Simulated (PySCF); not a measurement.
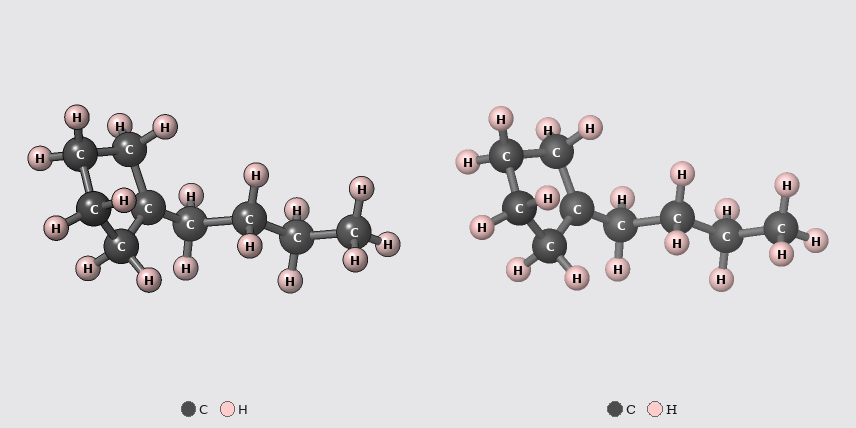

The same structure drawn twice, from different directions.

The species has charge +1 and is a spin singlet. Computed geometry: GFN2-xTB optimisation. No frequency run is at hand to confirm it as a minimum.

Describe the molecule.

The species is C₉H₁₇⁺. SMILES: `CCCC[C+]1CCCC1`. Independent rings (smallest set): 1 of 5 members. Coordination: 8 C tetrahedral; 1 C trigonal planar.

More results for the same structure follow; atom numbers are the same in all pictures, views and colours differ.

Electronic properties

No frequency run is at hand to confirm it as a minimum. Properties computed with PBE0/pcSseg-1, gas phase (PySCF 2.14.0).

What is the HOMO energy (Kohn–Sham orbital)?

Answer. −13.08 eV.

Estimate the HOMO–LUMO gap.

Answer. 5.17 eV.

NMR shielding

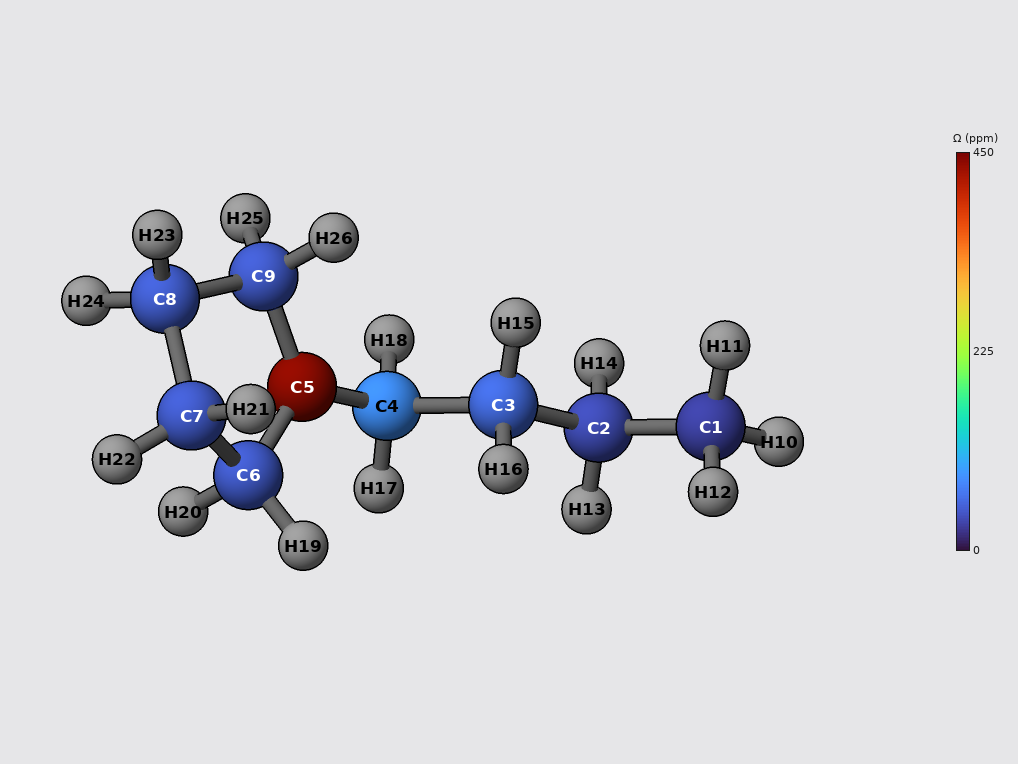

The C atoms are coloured by the span of their shielding tensor. No frequency run is at hand to confirm it as a minimum. Level of theory: GIAO PBE0/pcSseg-1 NMR shielding, non-relativistic, gas phase (PySCF 2.14.0). Principal shieldings σ11 ≤ σ22 ≤ σ33, span Ω = σ33 − σ11, skew κ = 3(σiso − σ22)/Ω.

Which C atom has the most anisotropic shielding?

Answer. C5, with a span of 435 ppm.

Give the shielding tensors of the C atoms.

| atom | σ11 | σ22 | σ33 | σiso | Ω | κ |
| --- | --- | --- | --- | --- | --- | --- |
| C1 | 155.6 | 161.7 | 187.8 | 168.4 | 32.2 | 0.62 |
| C2 | 133.3 | 146.1 | 172.7 | 150.7 | 39.4 | 0.35 |
| C3 | 107.3 | 123.0 | 168.6 | 133.0 | 61.3 | 0.49 |
| C4 | 75.4 | 138.0 | 160.1 | 124.5 | 84.7 | −0.48 |
| C5 | −304.9 | −300.6 | 130.4 | −158.4 | 435.4 | 0.98 |
| C6 | 96.6 | 125.5 | 146.2 | 122.8 | 49.5 | −0.17 |
| C7 | 124.1 | 169.3 | 174.8 | 156.1 | 50.7 | −0.78 |
| C8 | 123.8 | 170.0 | 176.5 | 156.7 | 52.7 | −0.75 |
| C9 | 102.4 | 121.7 | 151.7 | 125.3 | 49.3 | 0.22 |

Shieldings and span in ppm.

Charges

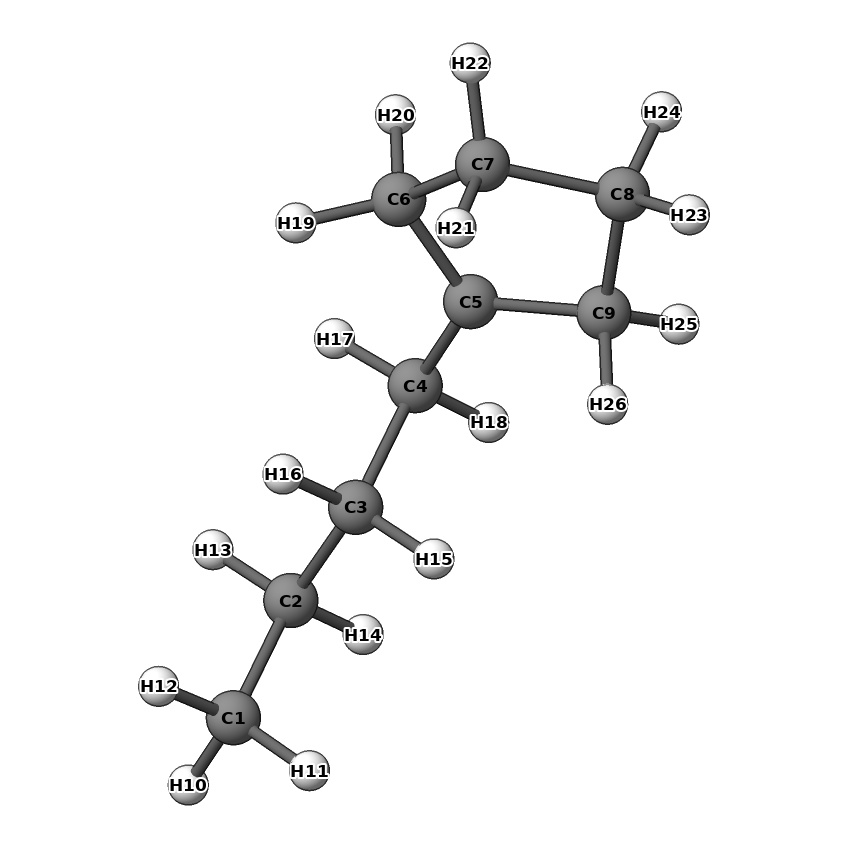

The questions are on IAO charges. No frequency run is at hand to confirm it as a minimum. Level of theory: PBE0/pcSseg-1, gas phase (PySCF 2.14.0).

Which atom carries the highest charge (most positive or least negative)?

Answer. C5 (0.35 e).

And the lowest?

Answer. C1 (−0.42 e).

List the IAO charges.

```
atom  value (e)
  C1      −0.42
  C2      −0.24
  C3      −0.22
  C4      −0.28
  C5       0.35
  C6      −0.29
  C7      −0.26
  C8      −0.26
  C9      −0.29
 H10       0.17
 H11       0.15
 H12       0.15
 H13       0.15
 H14       0.15
 H15       0.15
 H16       0.15
 H17       0.19
 H18       0.18
 H19       0.20
 H20       0.22
 H21       0.16
 H22       0.18
 H23       0.17
 H24       0.16
 H25       0.20
 H26       0.22
```
